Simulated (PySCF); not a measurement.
Input file:

```
{"job": {"kind": "nmr", "xc": "PBE0", "basis": "pcSseg-1"}, "charge": 0, "multiplicity": 1}
F     -2.552562     0.847739     0.858701
C     -1.357933     0.758623     0.181459
C     -0.510752     1.752285     0.447919
O      0.736373     2.020513     0.033804
C      1.520593     1.005126    -0.585254
Si     1.704162    -0.571018     0.509135
O      0.607106    -1.707042     0.173024
C     -0.786675    -1.696817     0.088439
C     -1.322538    -0.471166    -0.667258
H     -0.861535     2.537558     1.108080
H      2.491484     1.483930    -0.721779
H      1.136464     0.786207    -1.586382
H      2.903281    -1.303491     0.136204
H      1.648664    -0.095618     1.892618
H     -1.072521    -2.610827    -0.442700
H     -1.217664    -1.726255     1.095809
H     -0.723960    -0.323274    -1.563829
H     -2.350744    -0.680155    -0.969646
```

Command:

```sh
OMP_NUM_THREADS=1 python probes_run.py task.json out
```

Geometry: GFN2-xTB.

The calculation used PBE0/pcSseg-1, SCF density, gas phase, non-relativistic (PySCF).

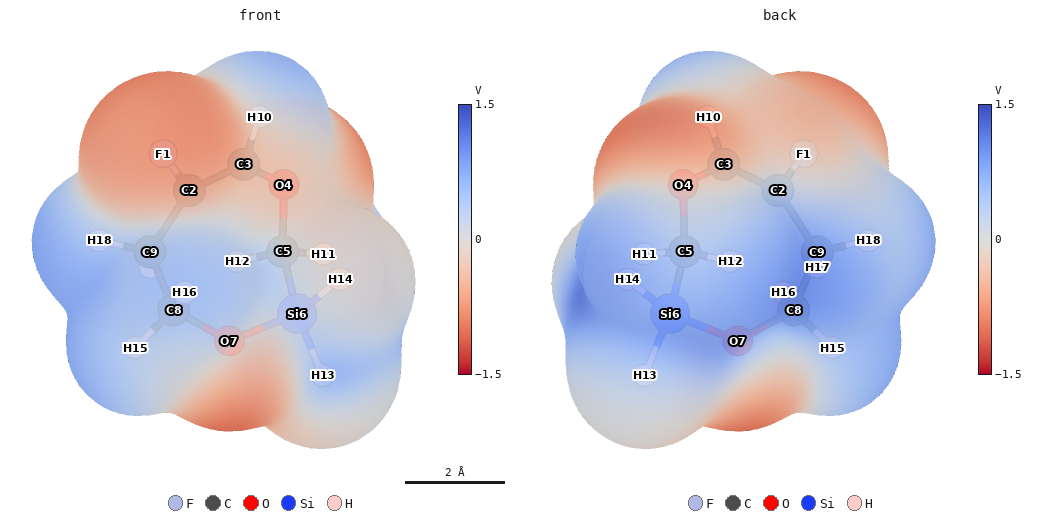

C5H9FO2Si. The electrostatic potential painted on the density surface at 0.001 e/bohr³, seen from the front and from behind; red is negative and blue positive.

Where is the surface potential most negative and most positive?

The most negative region (about −1.0 V, or −23 kcal/mol for a unit charge) lies over O4 and O7, the most positive (about +1.1 V, or +25 kcal/mol for a unit charge) over Si6.
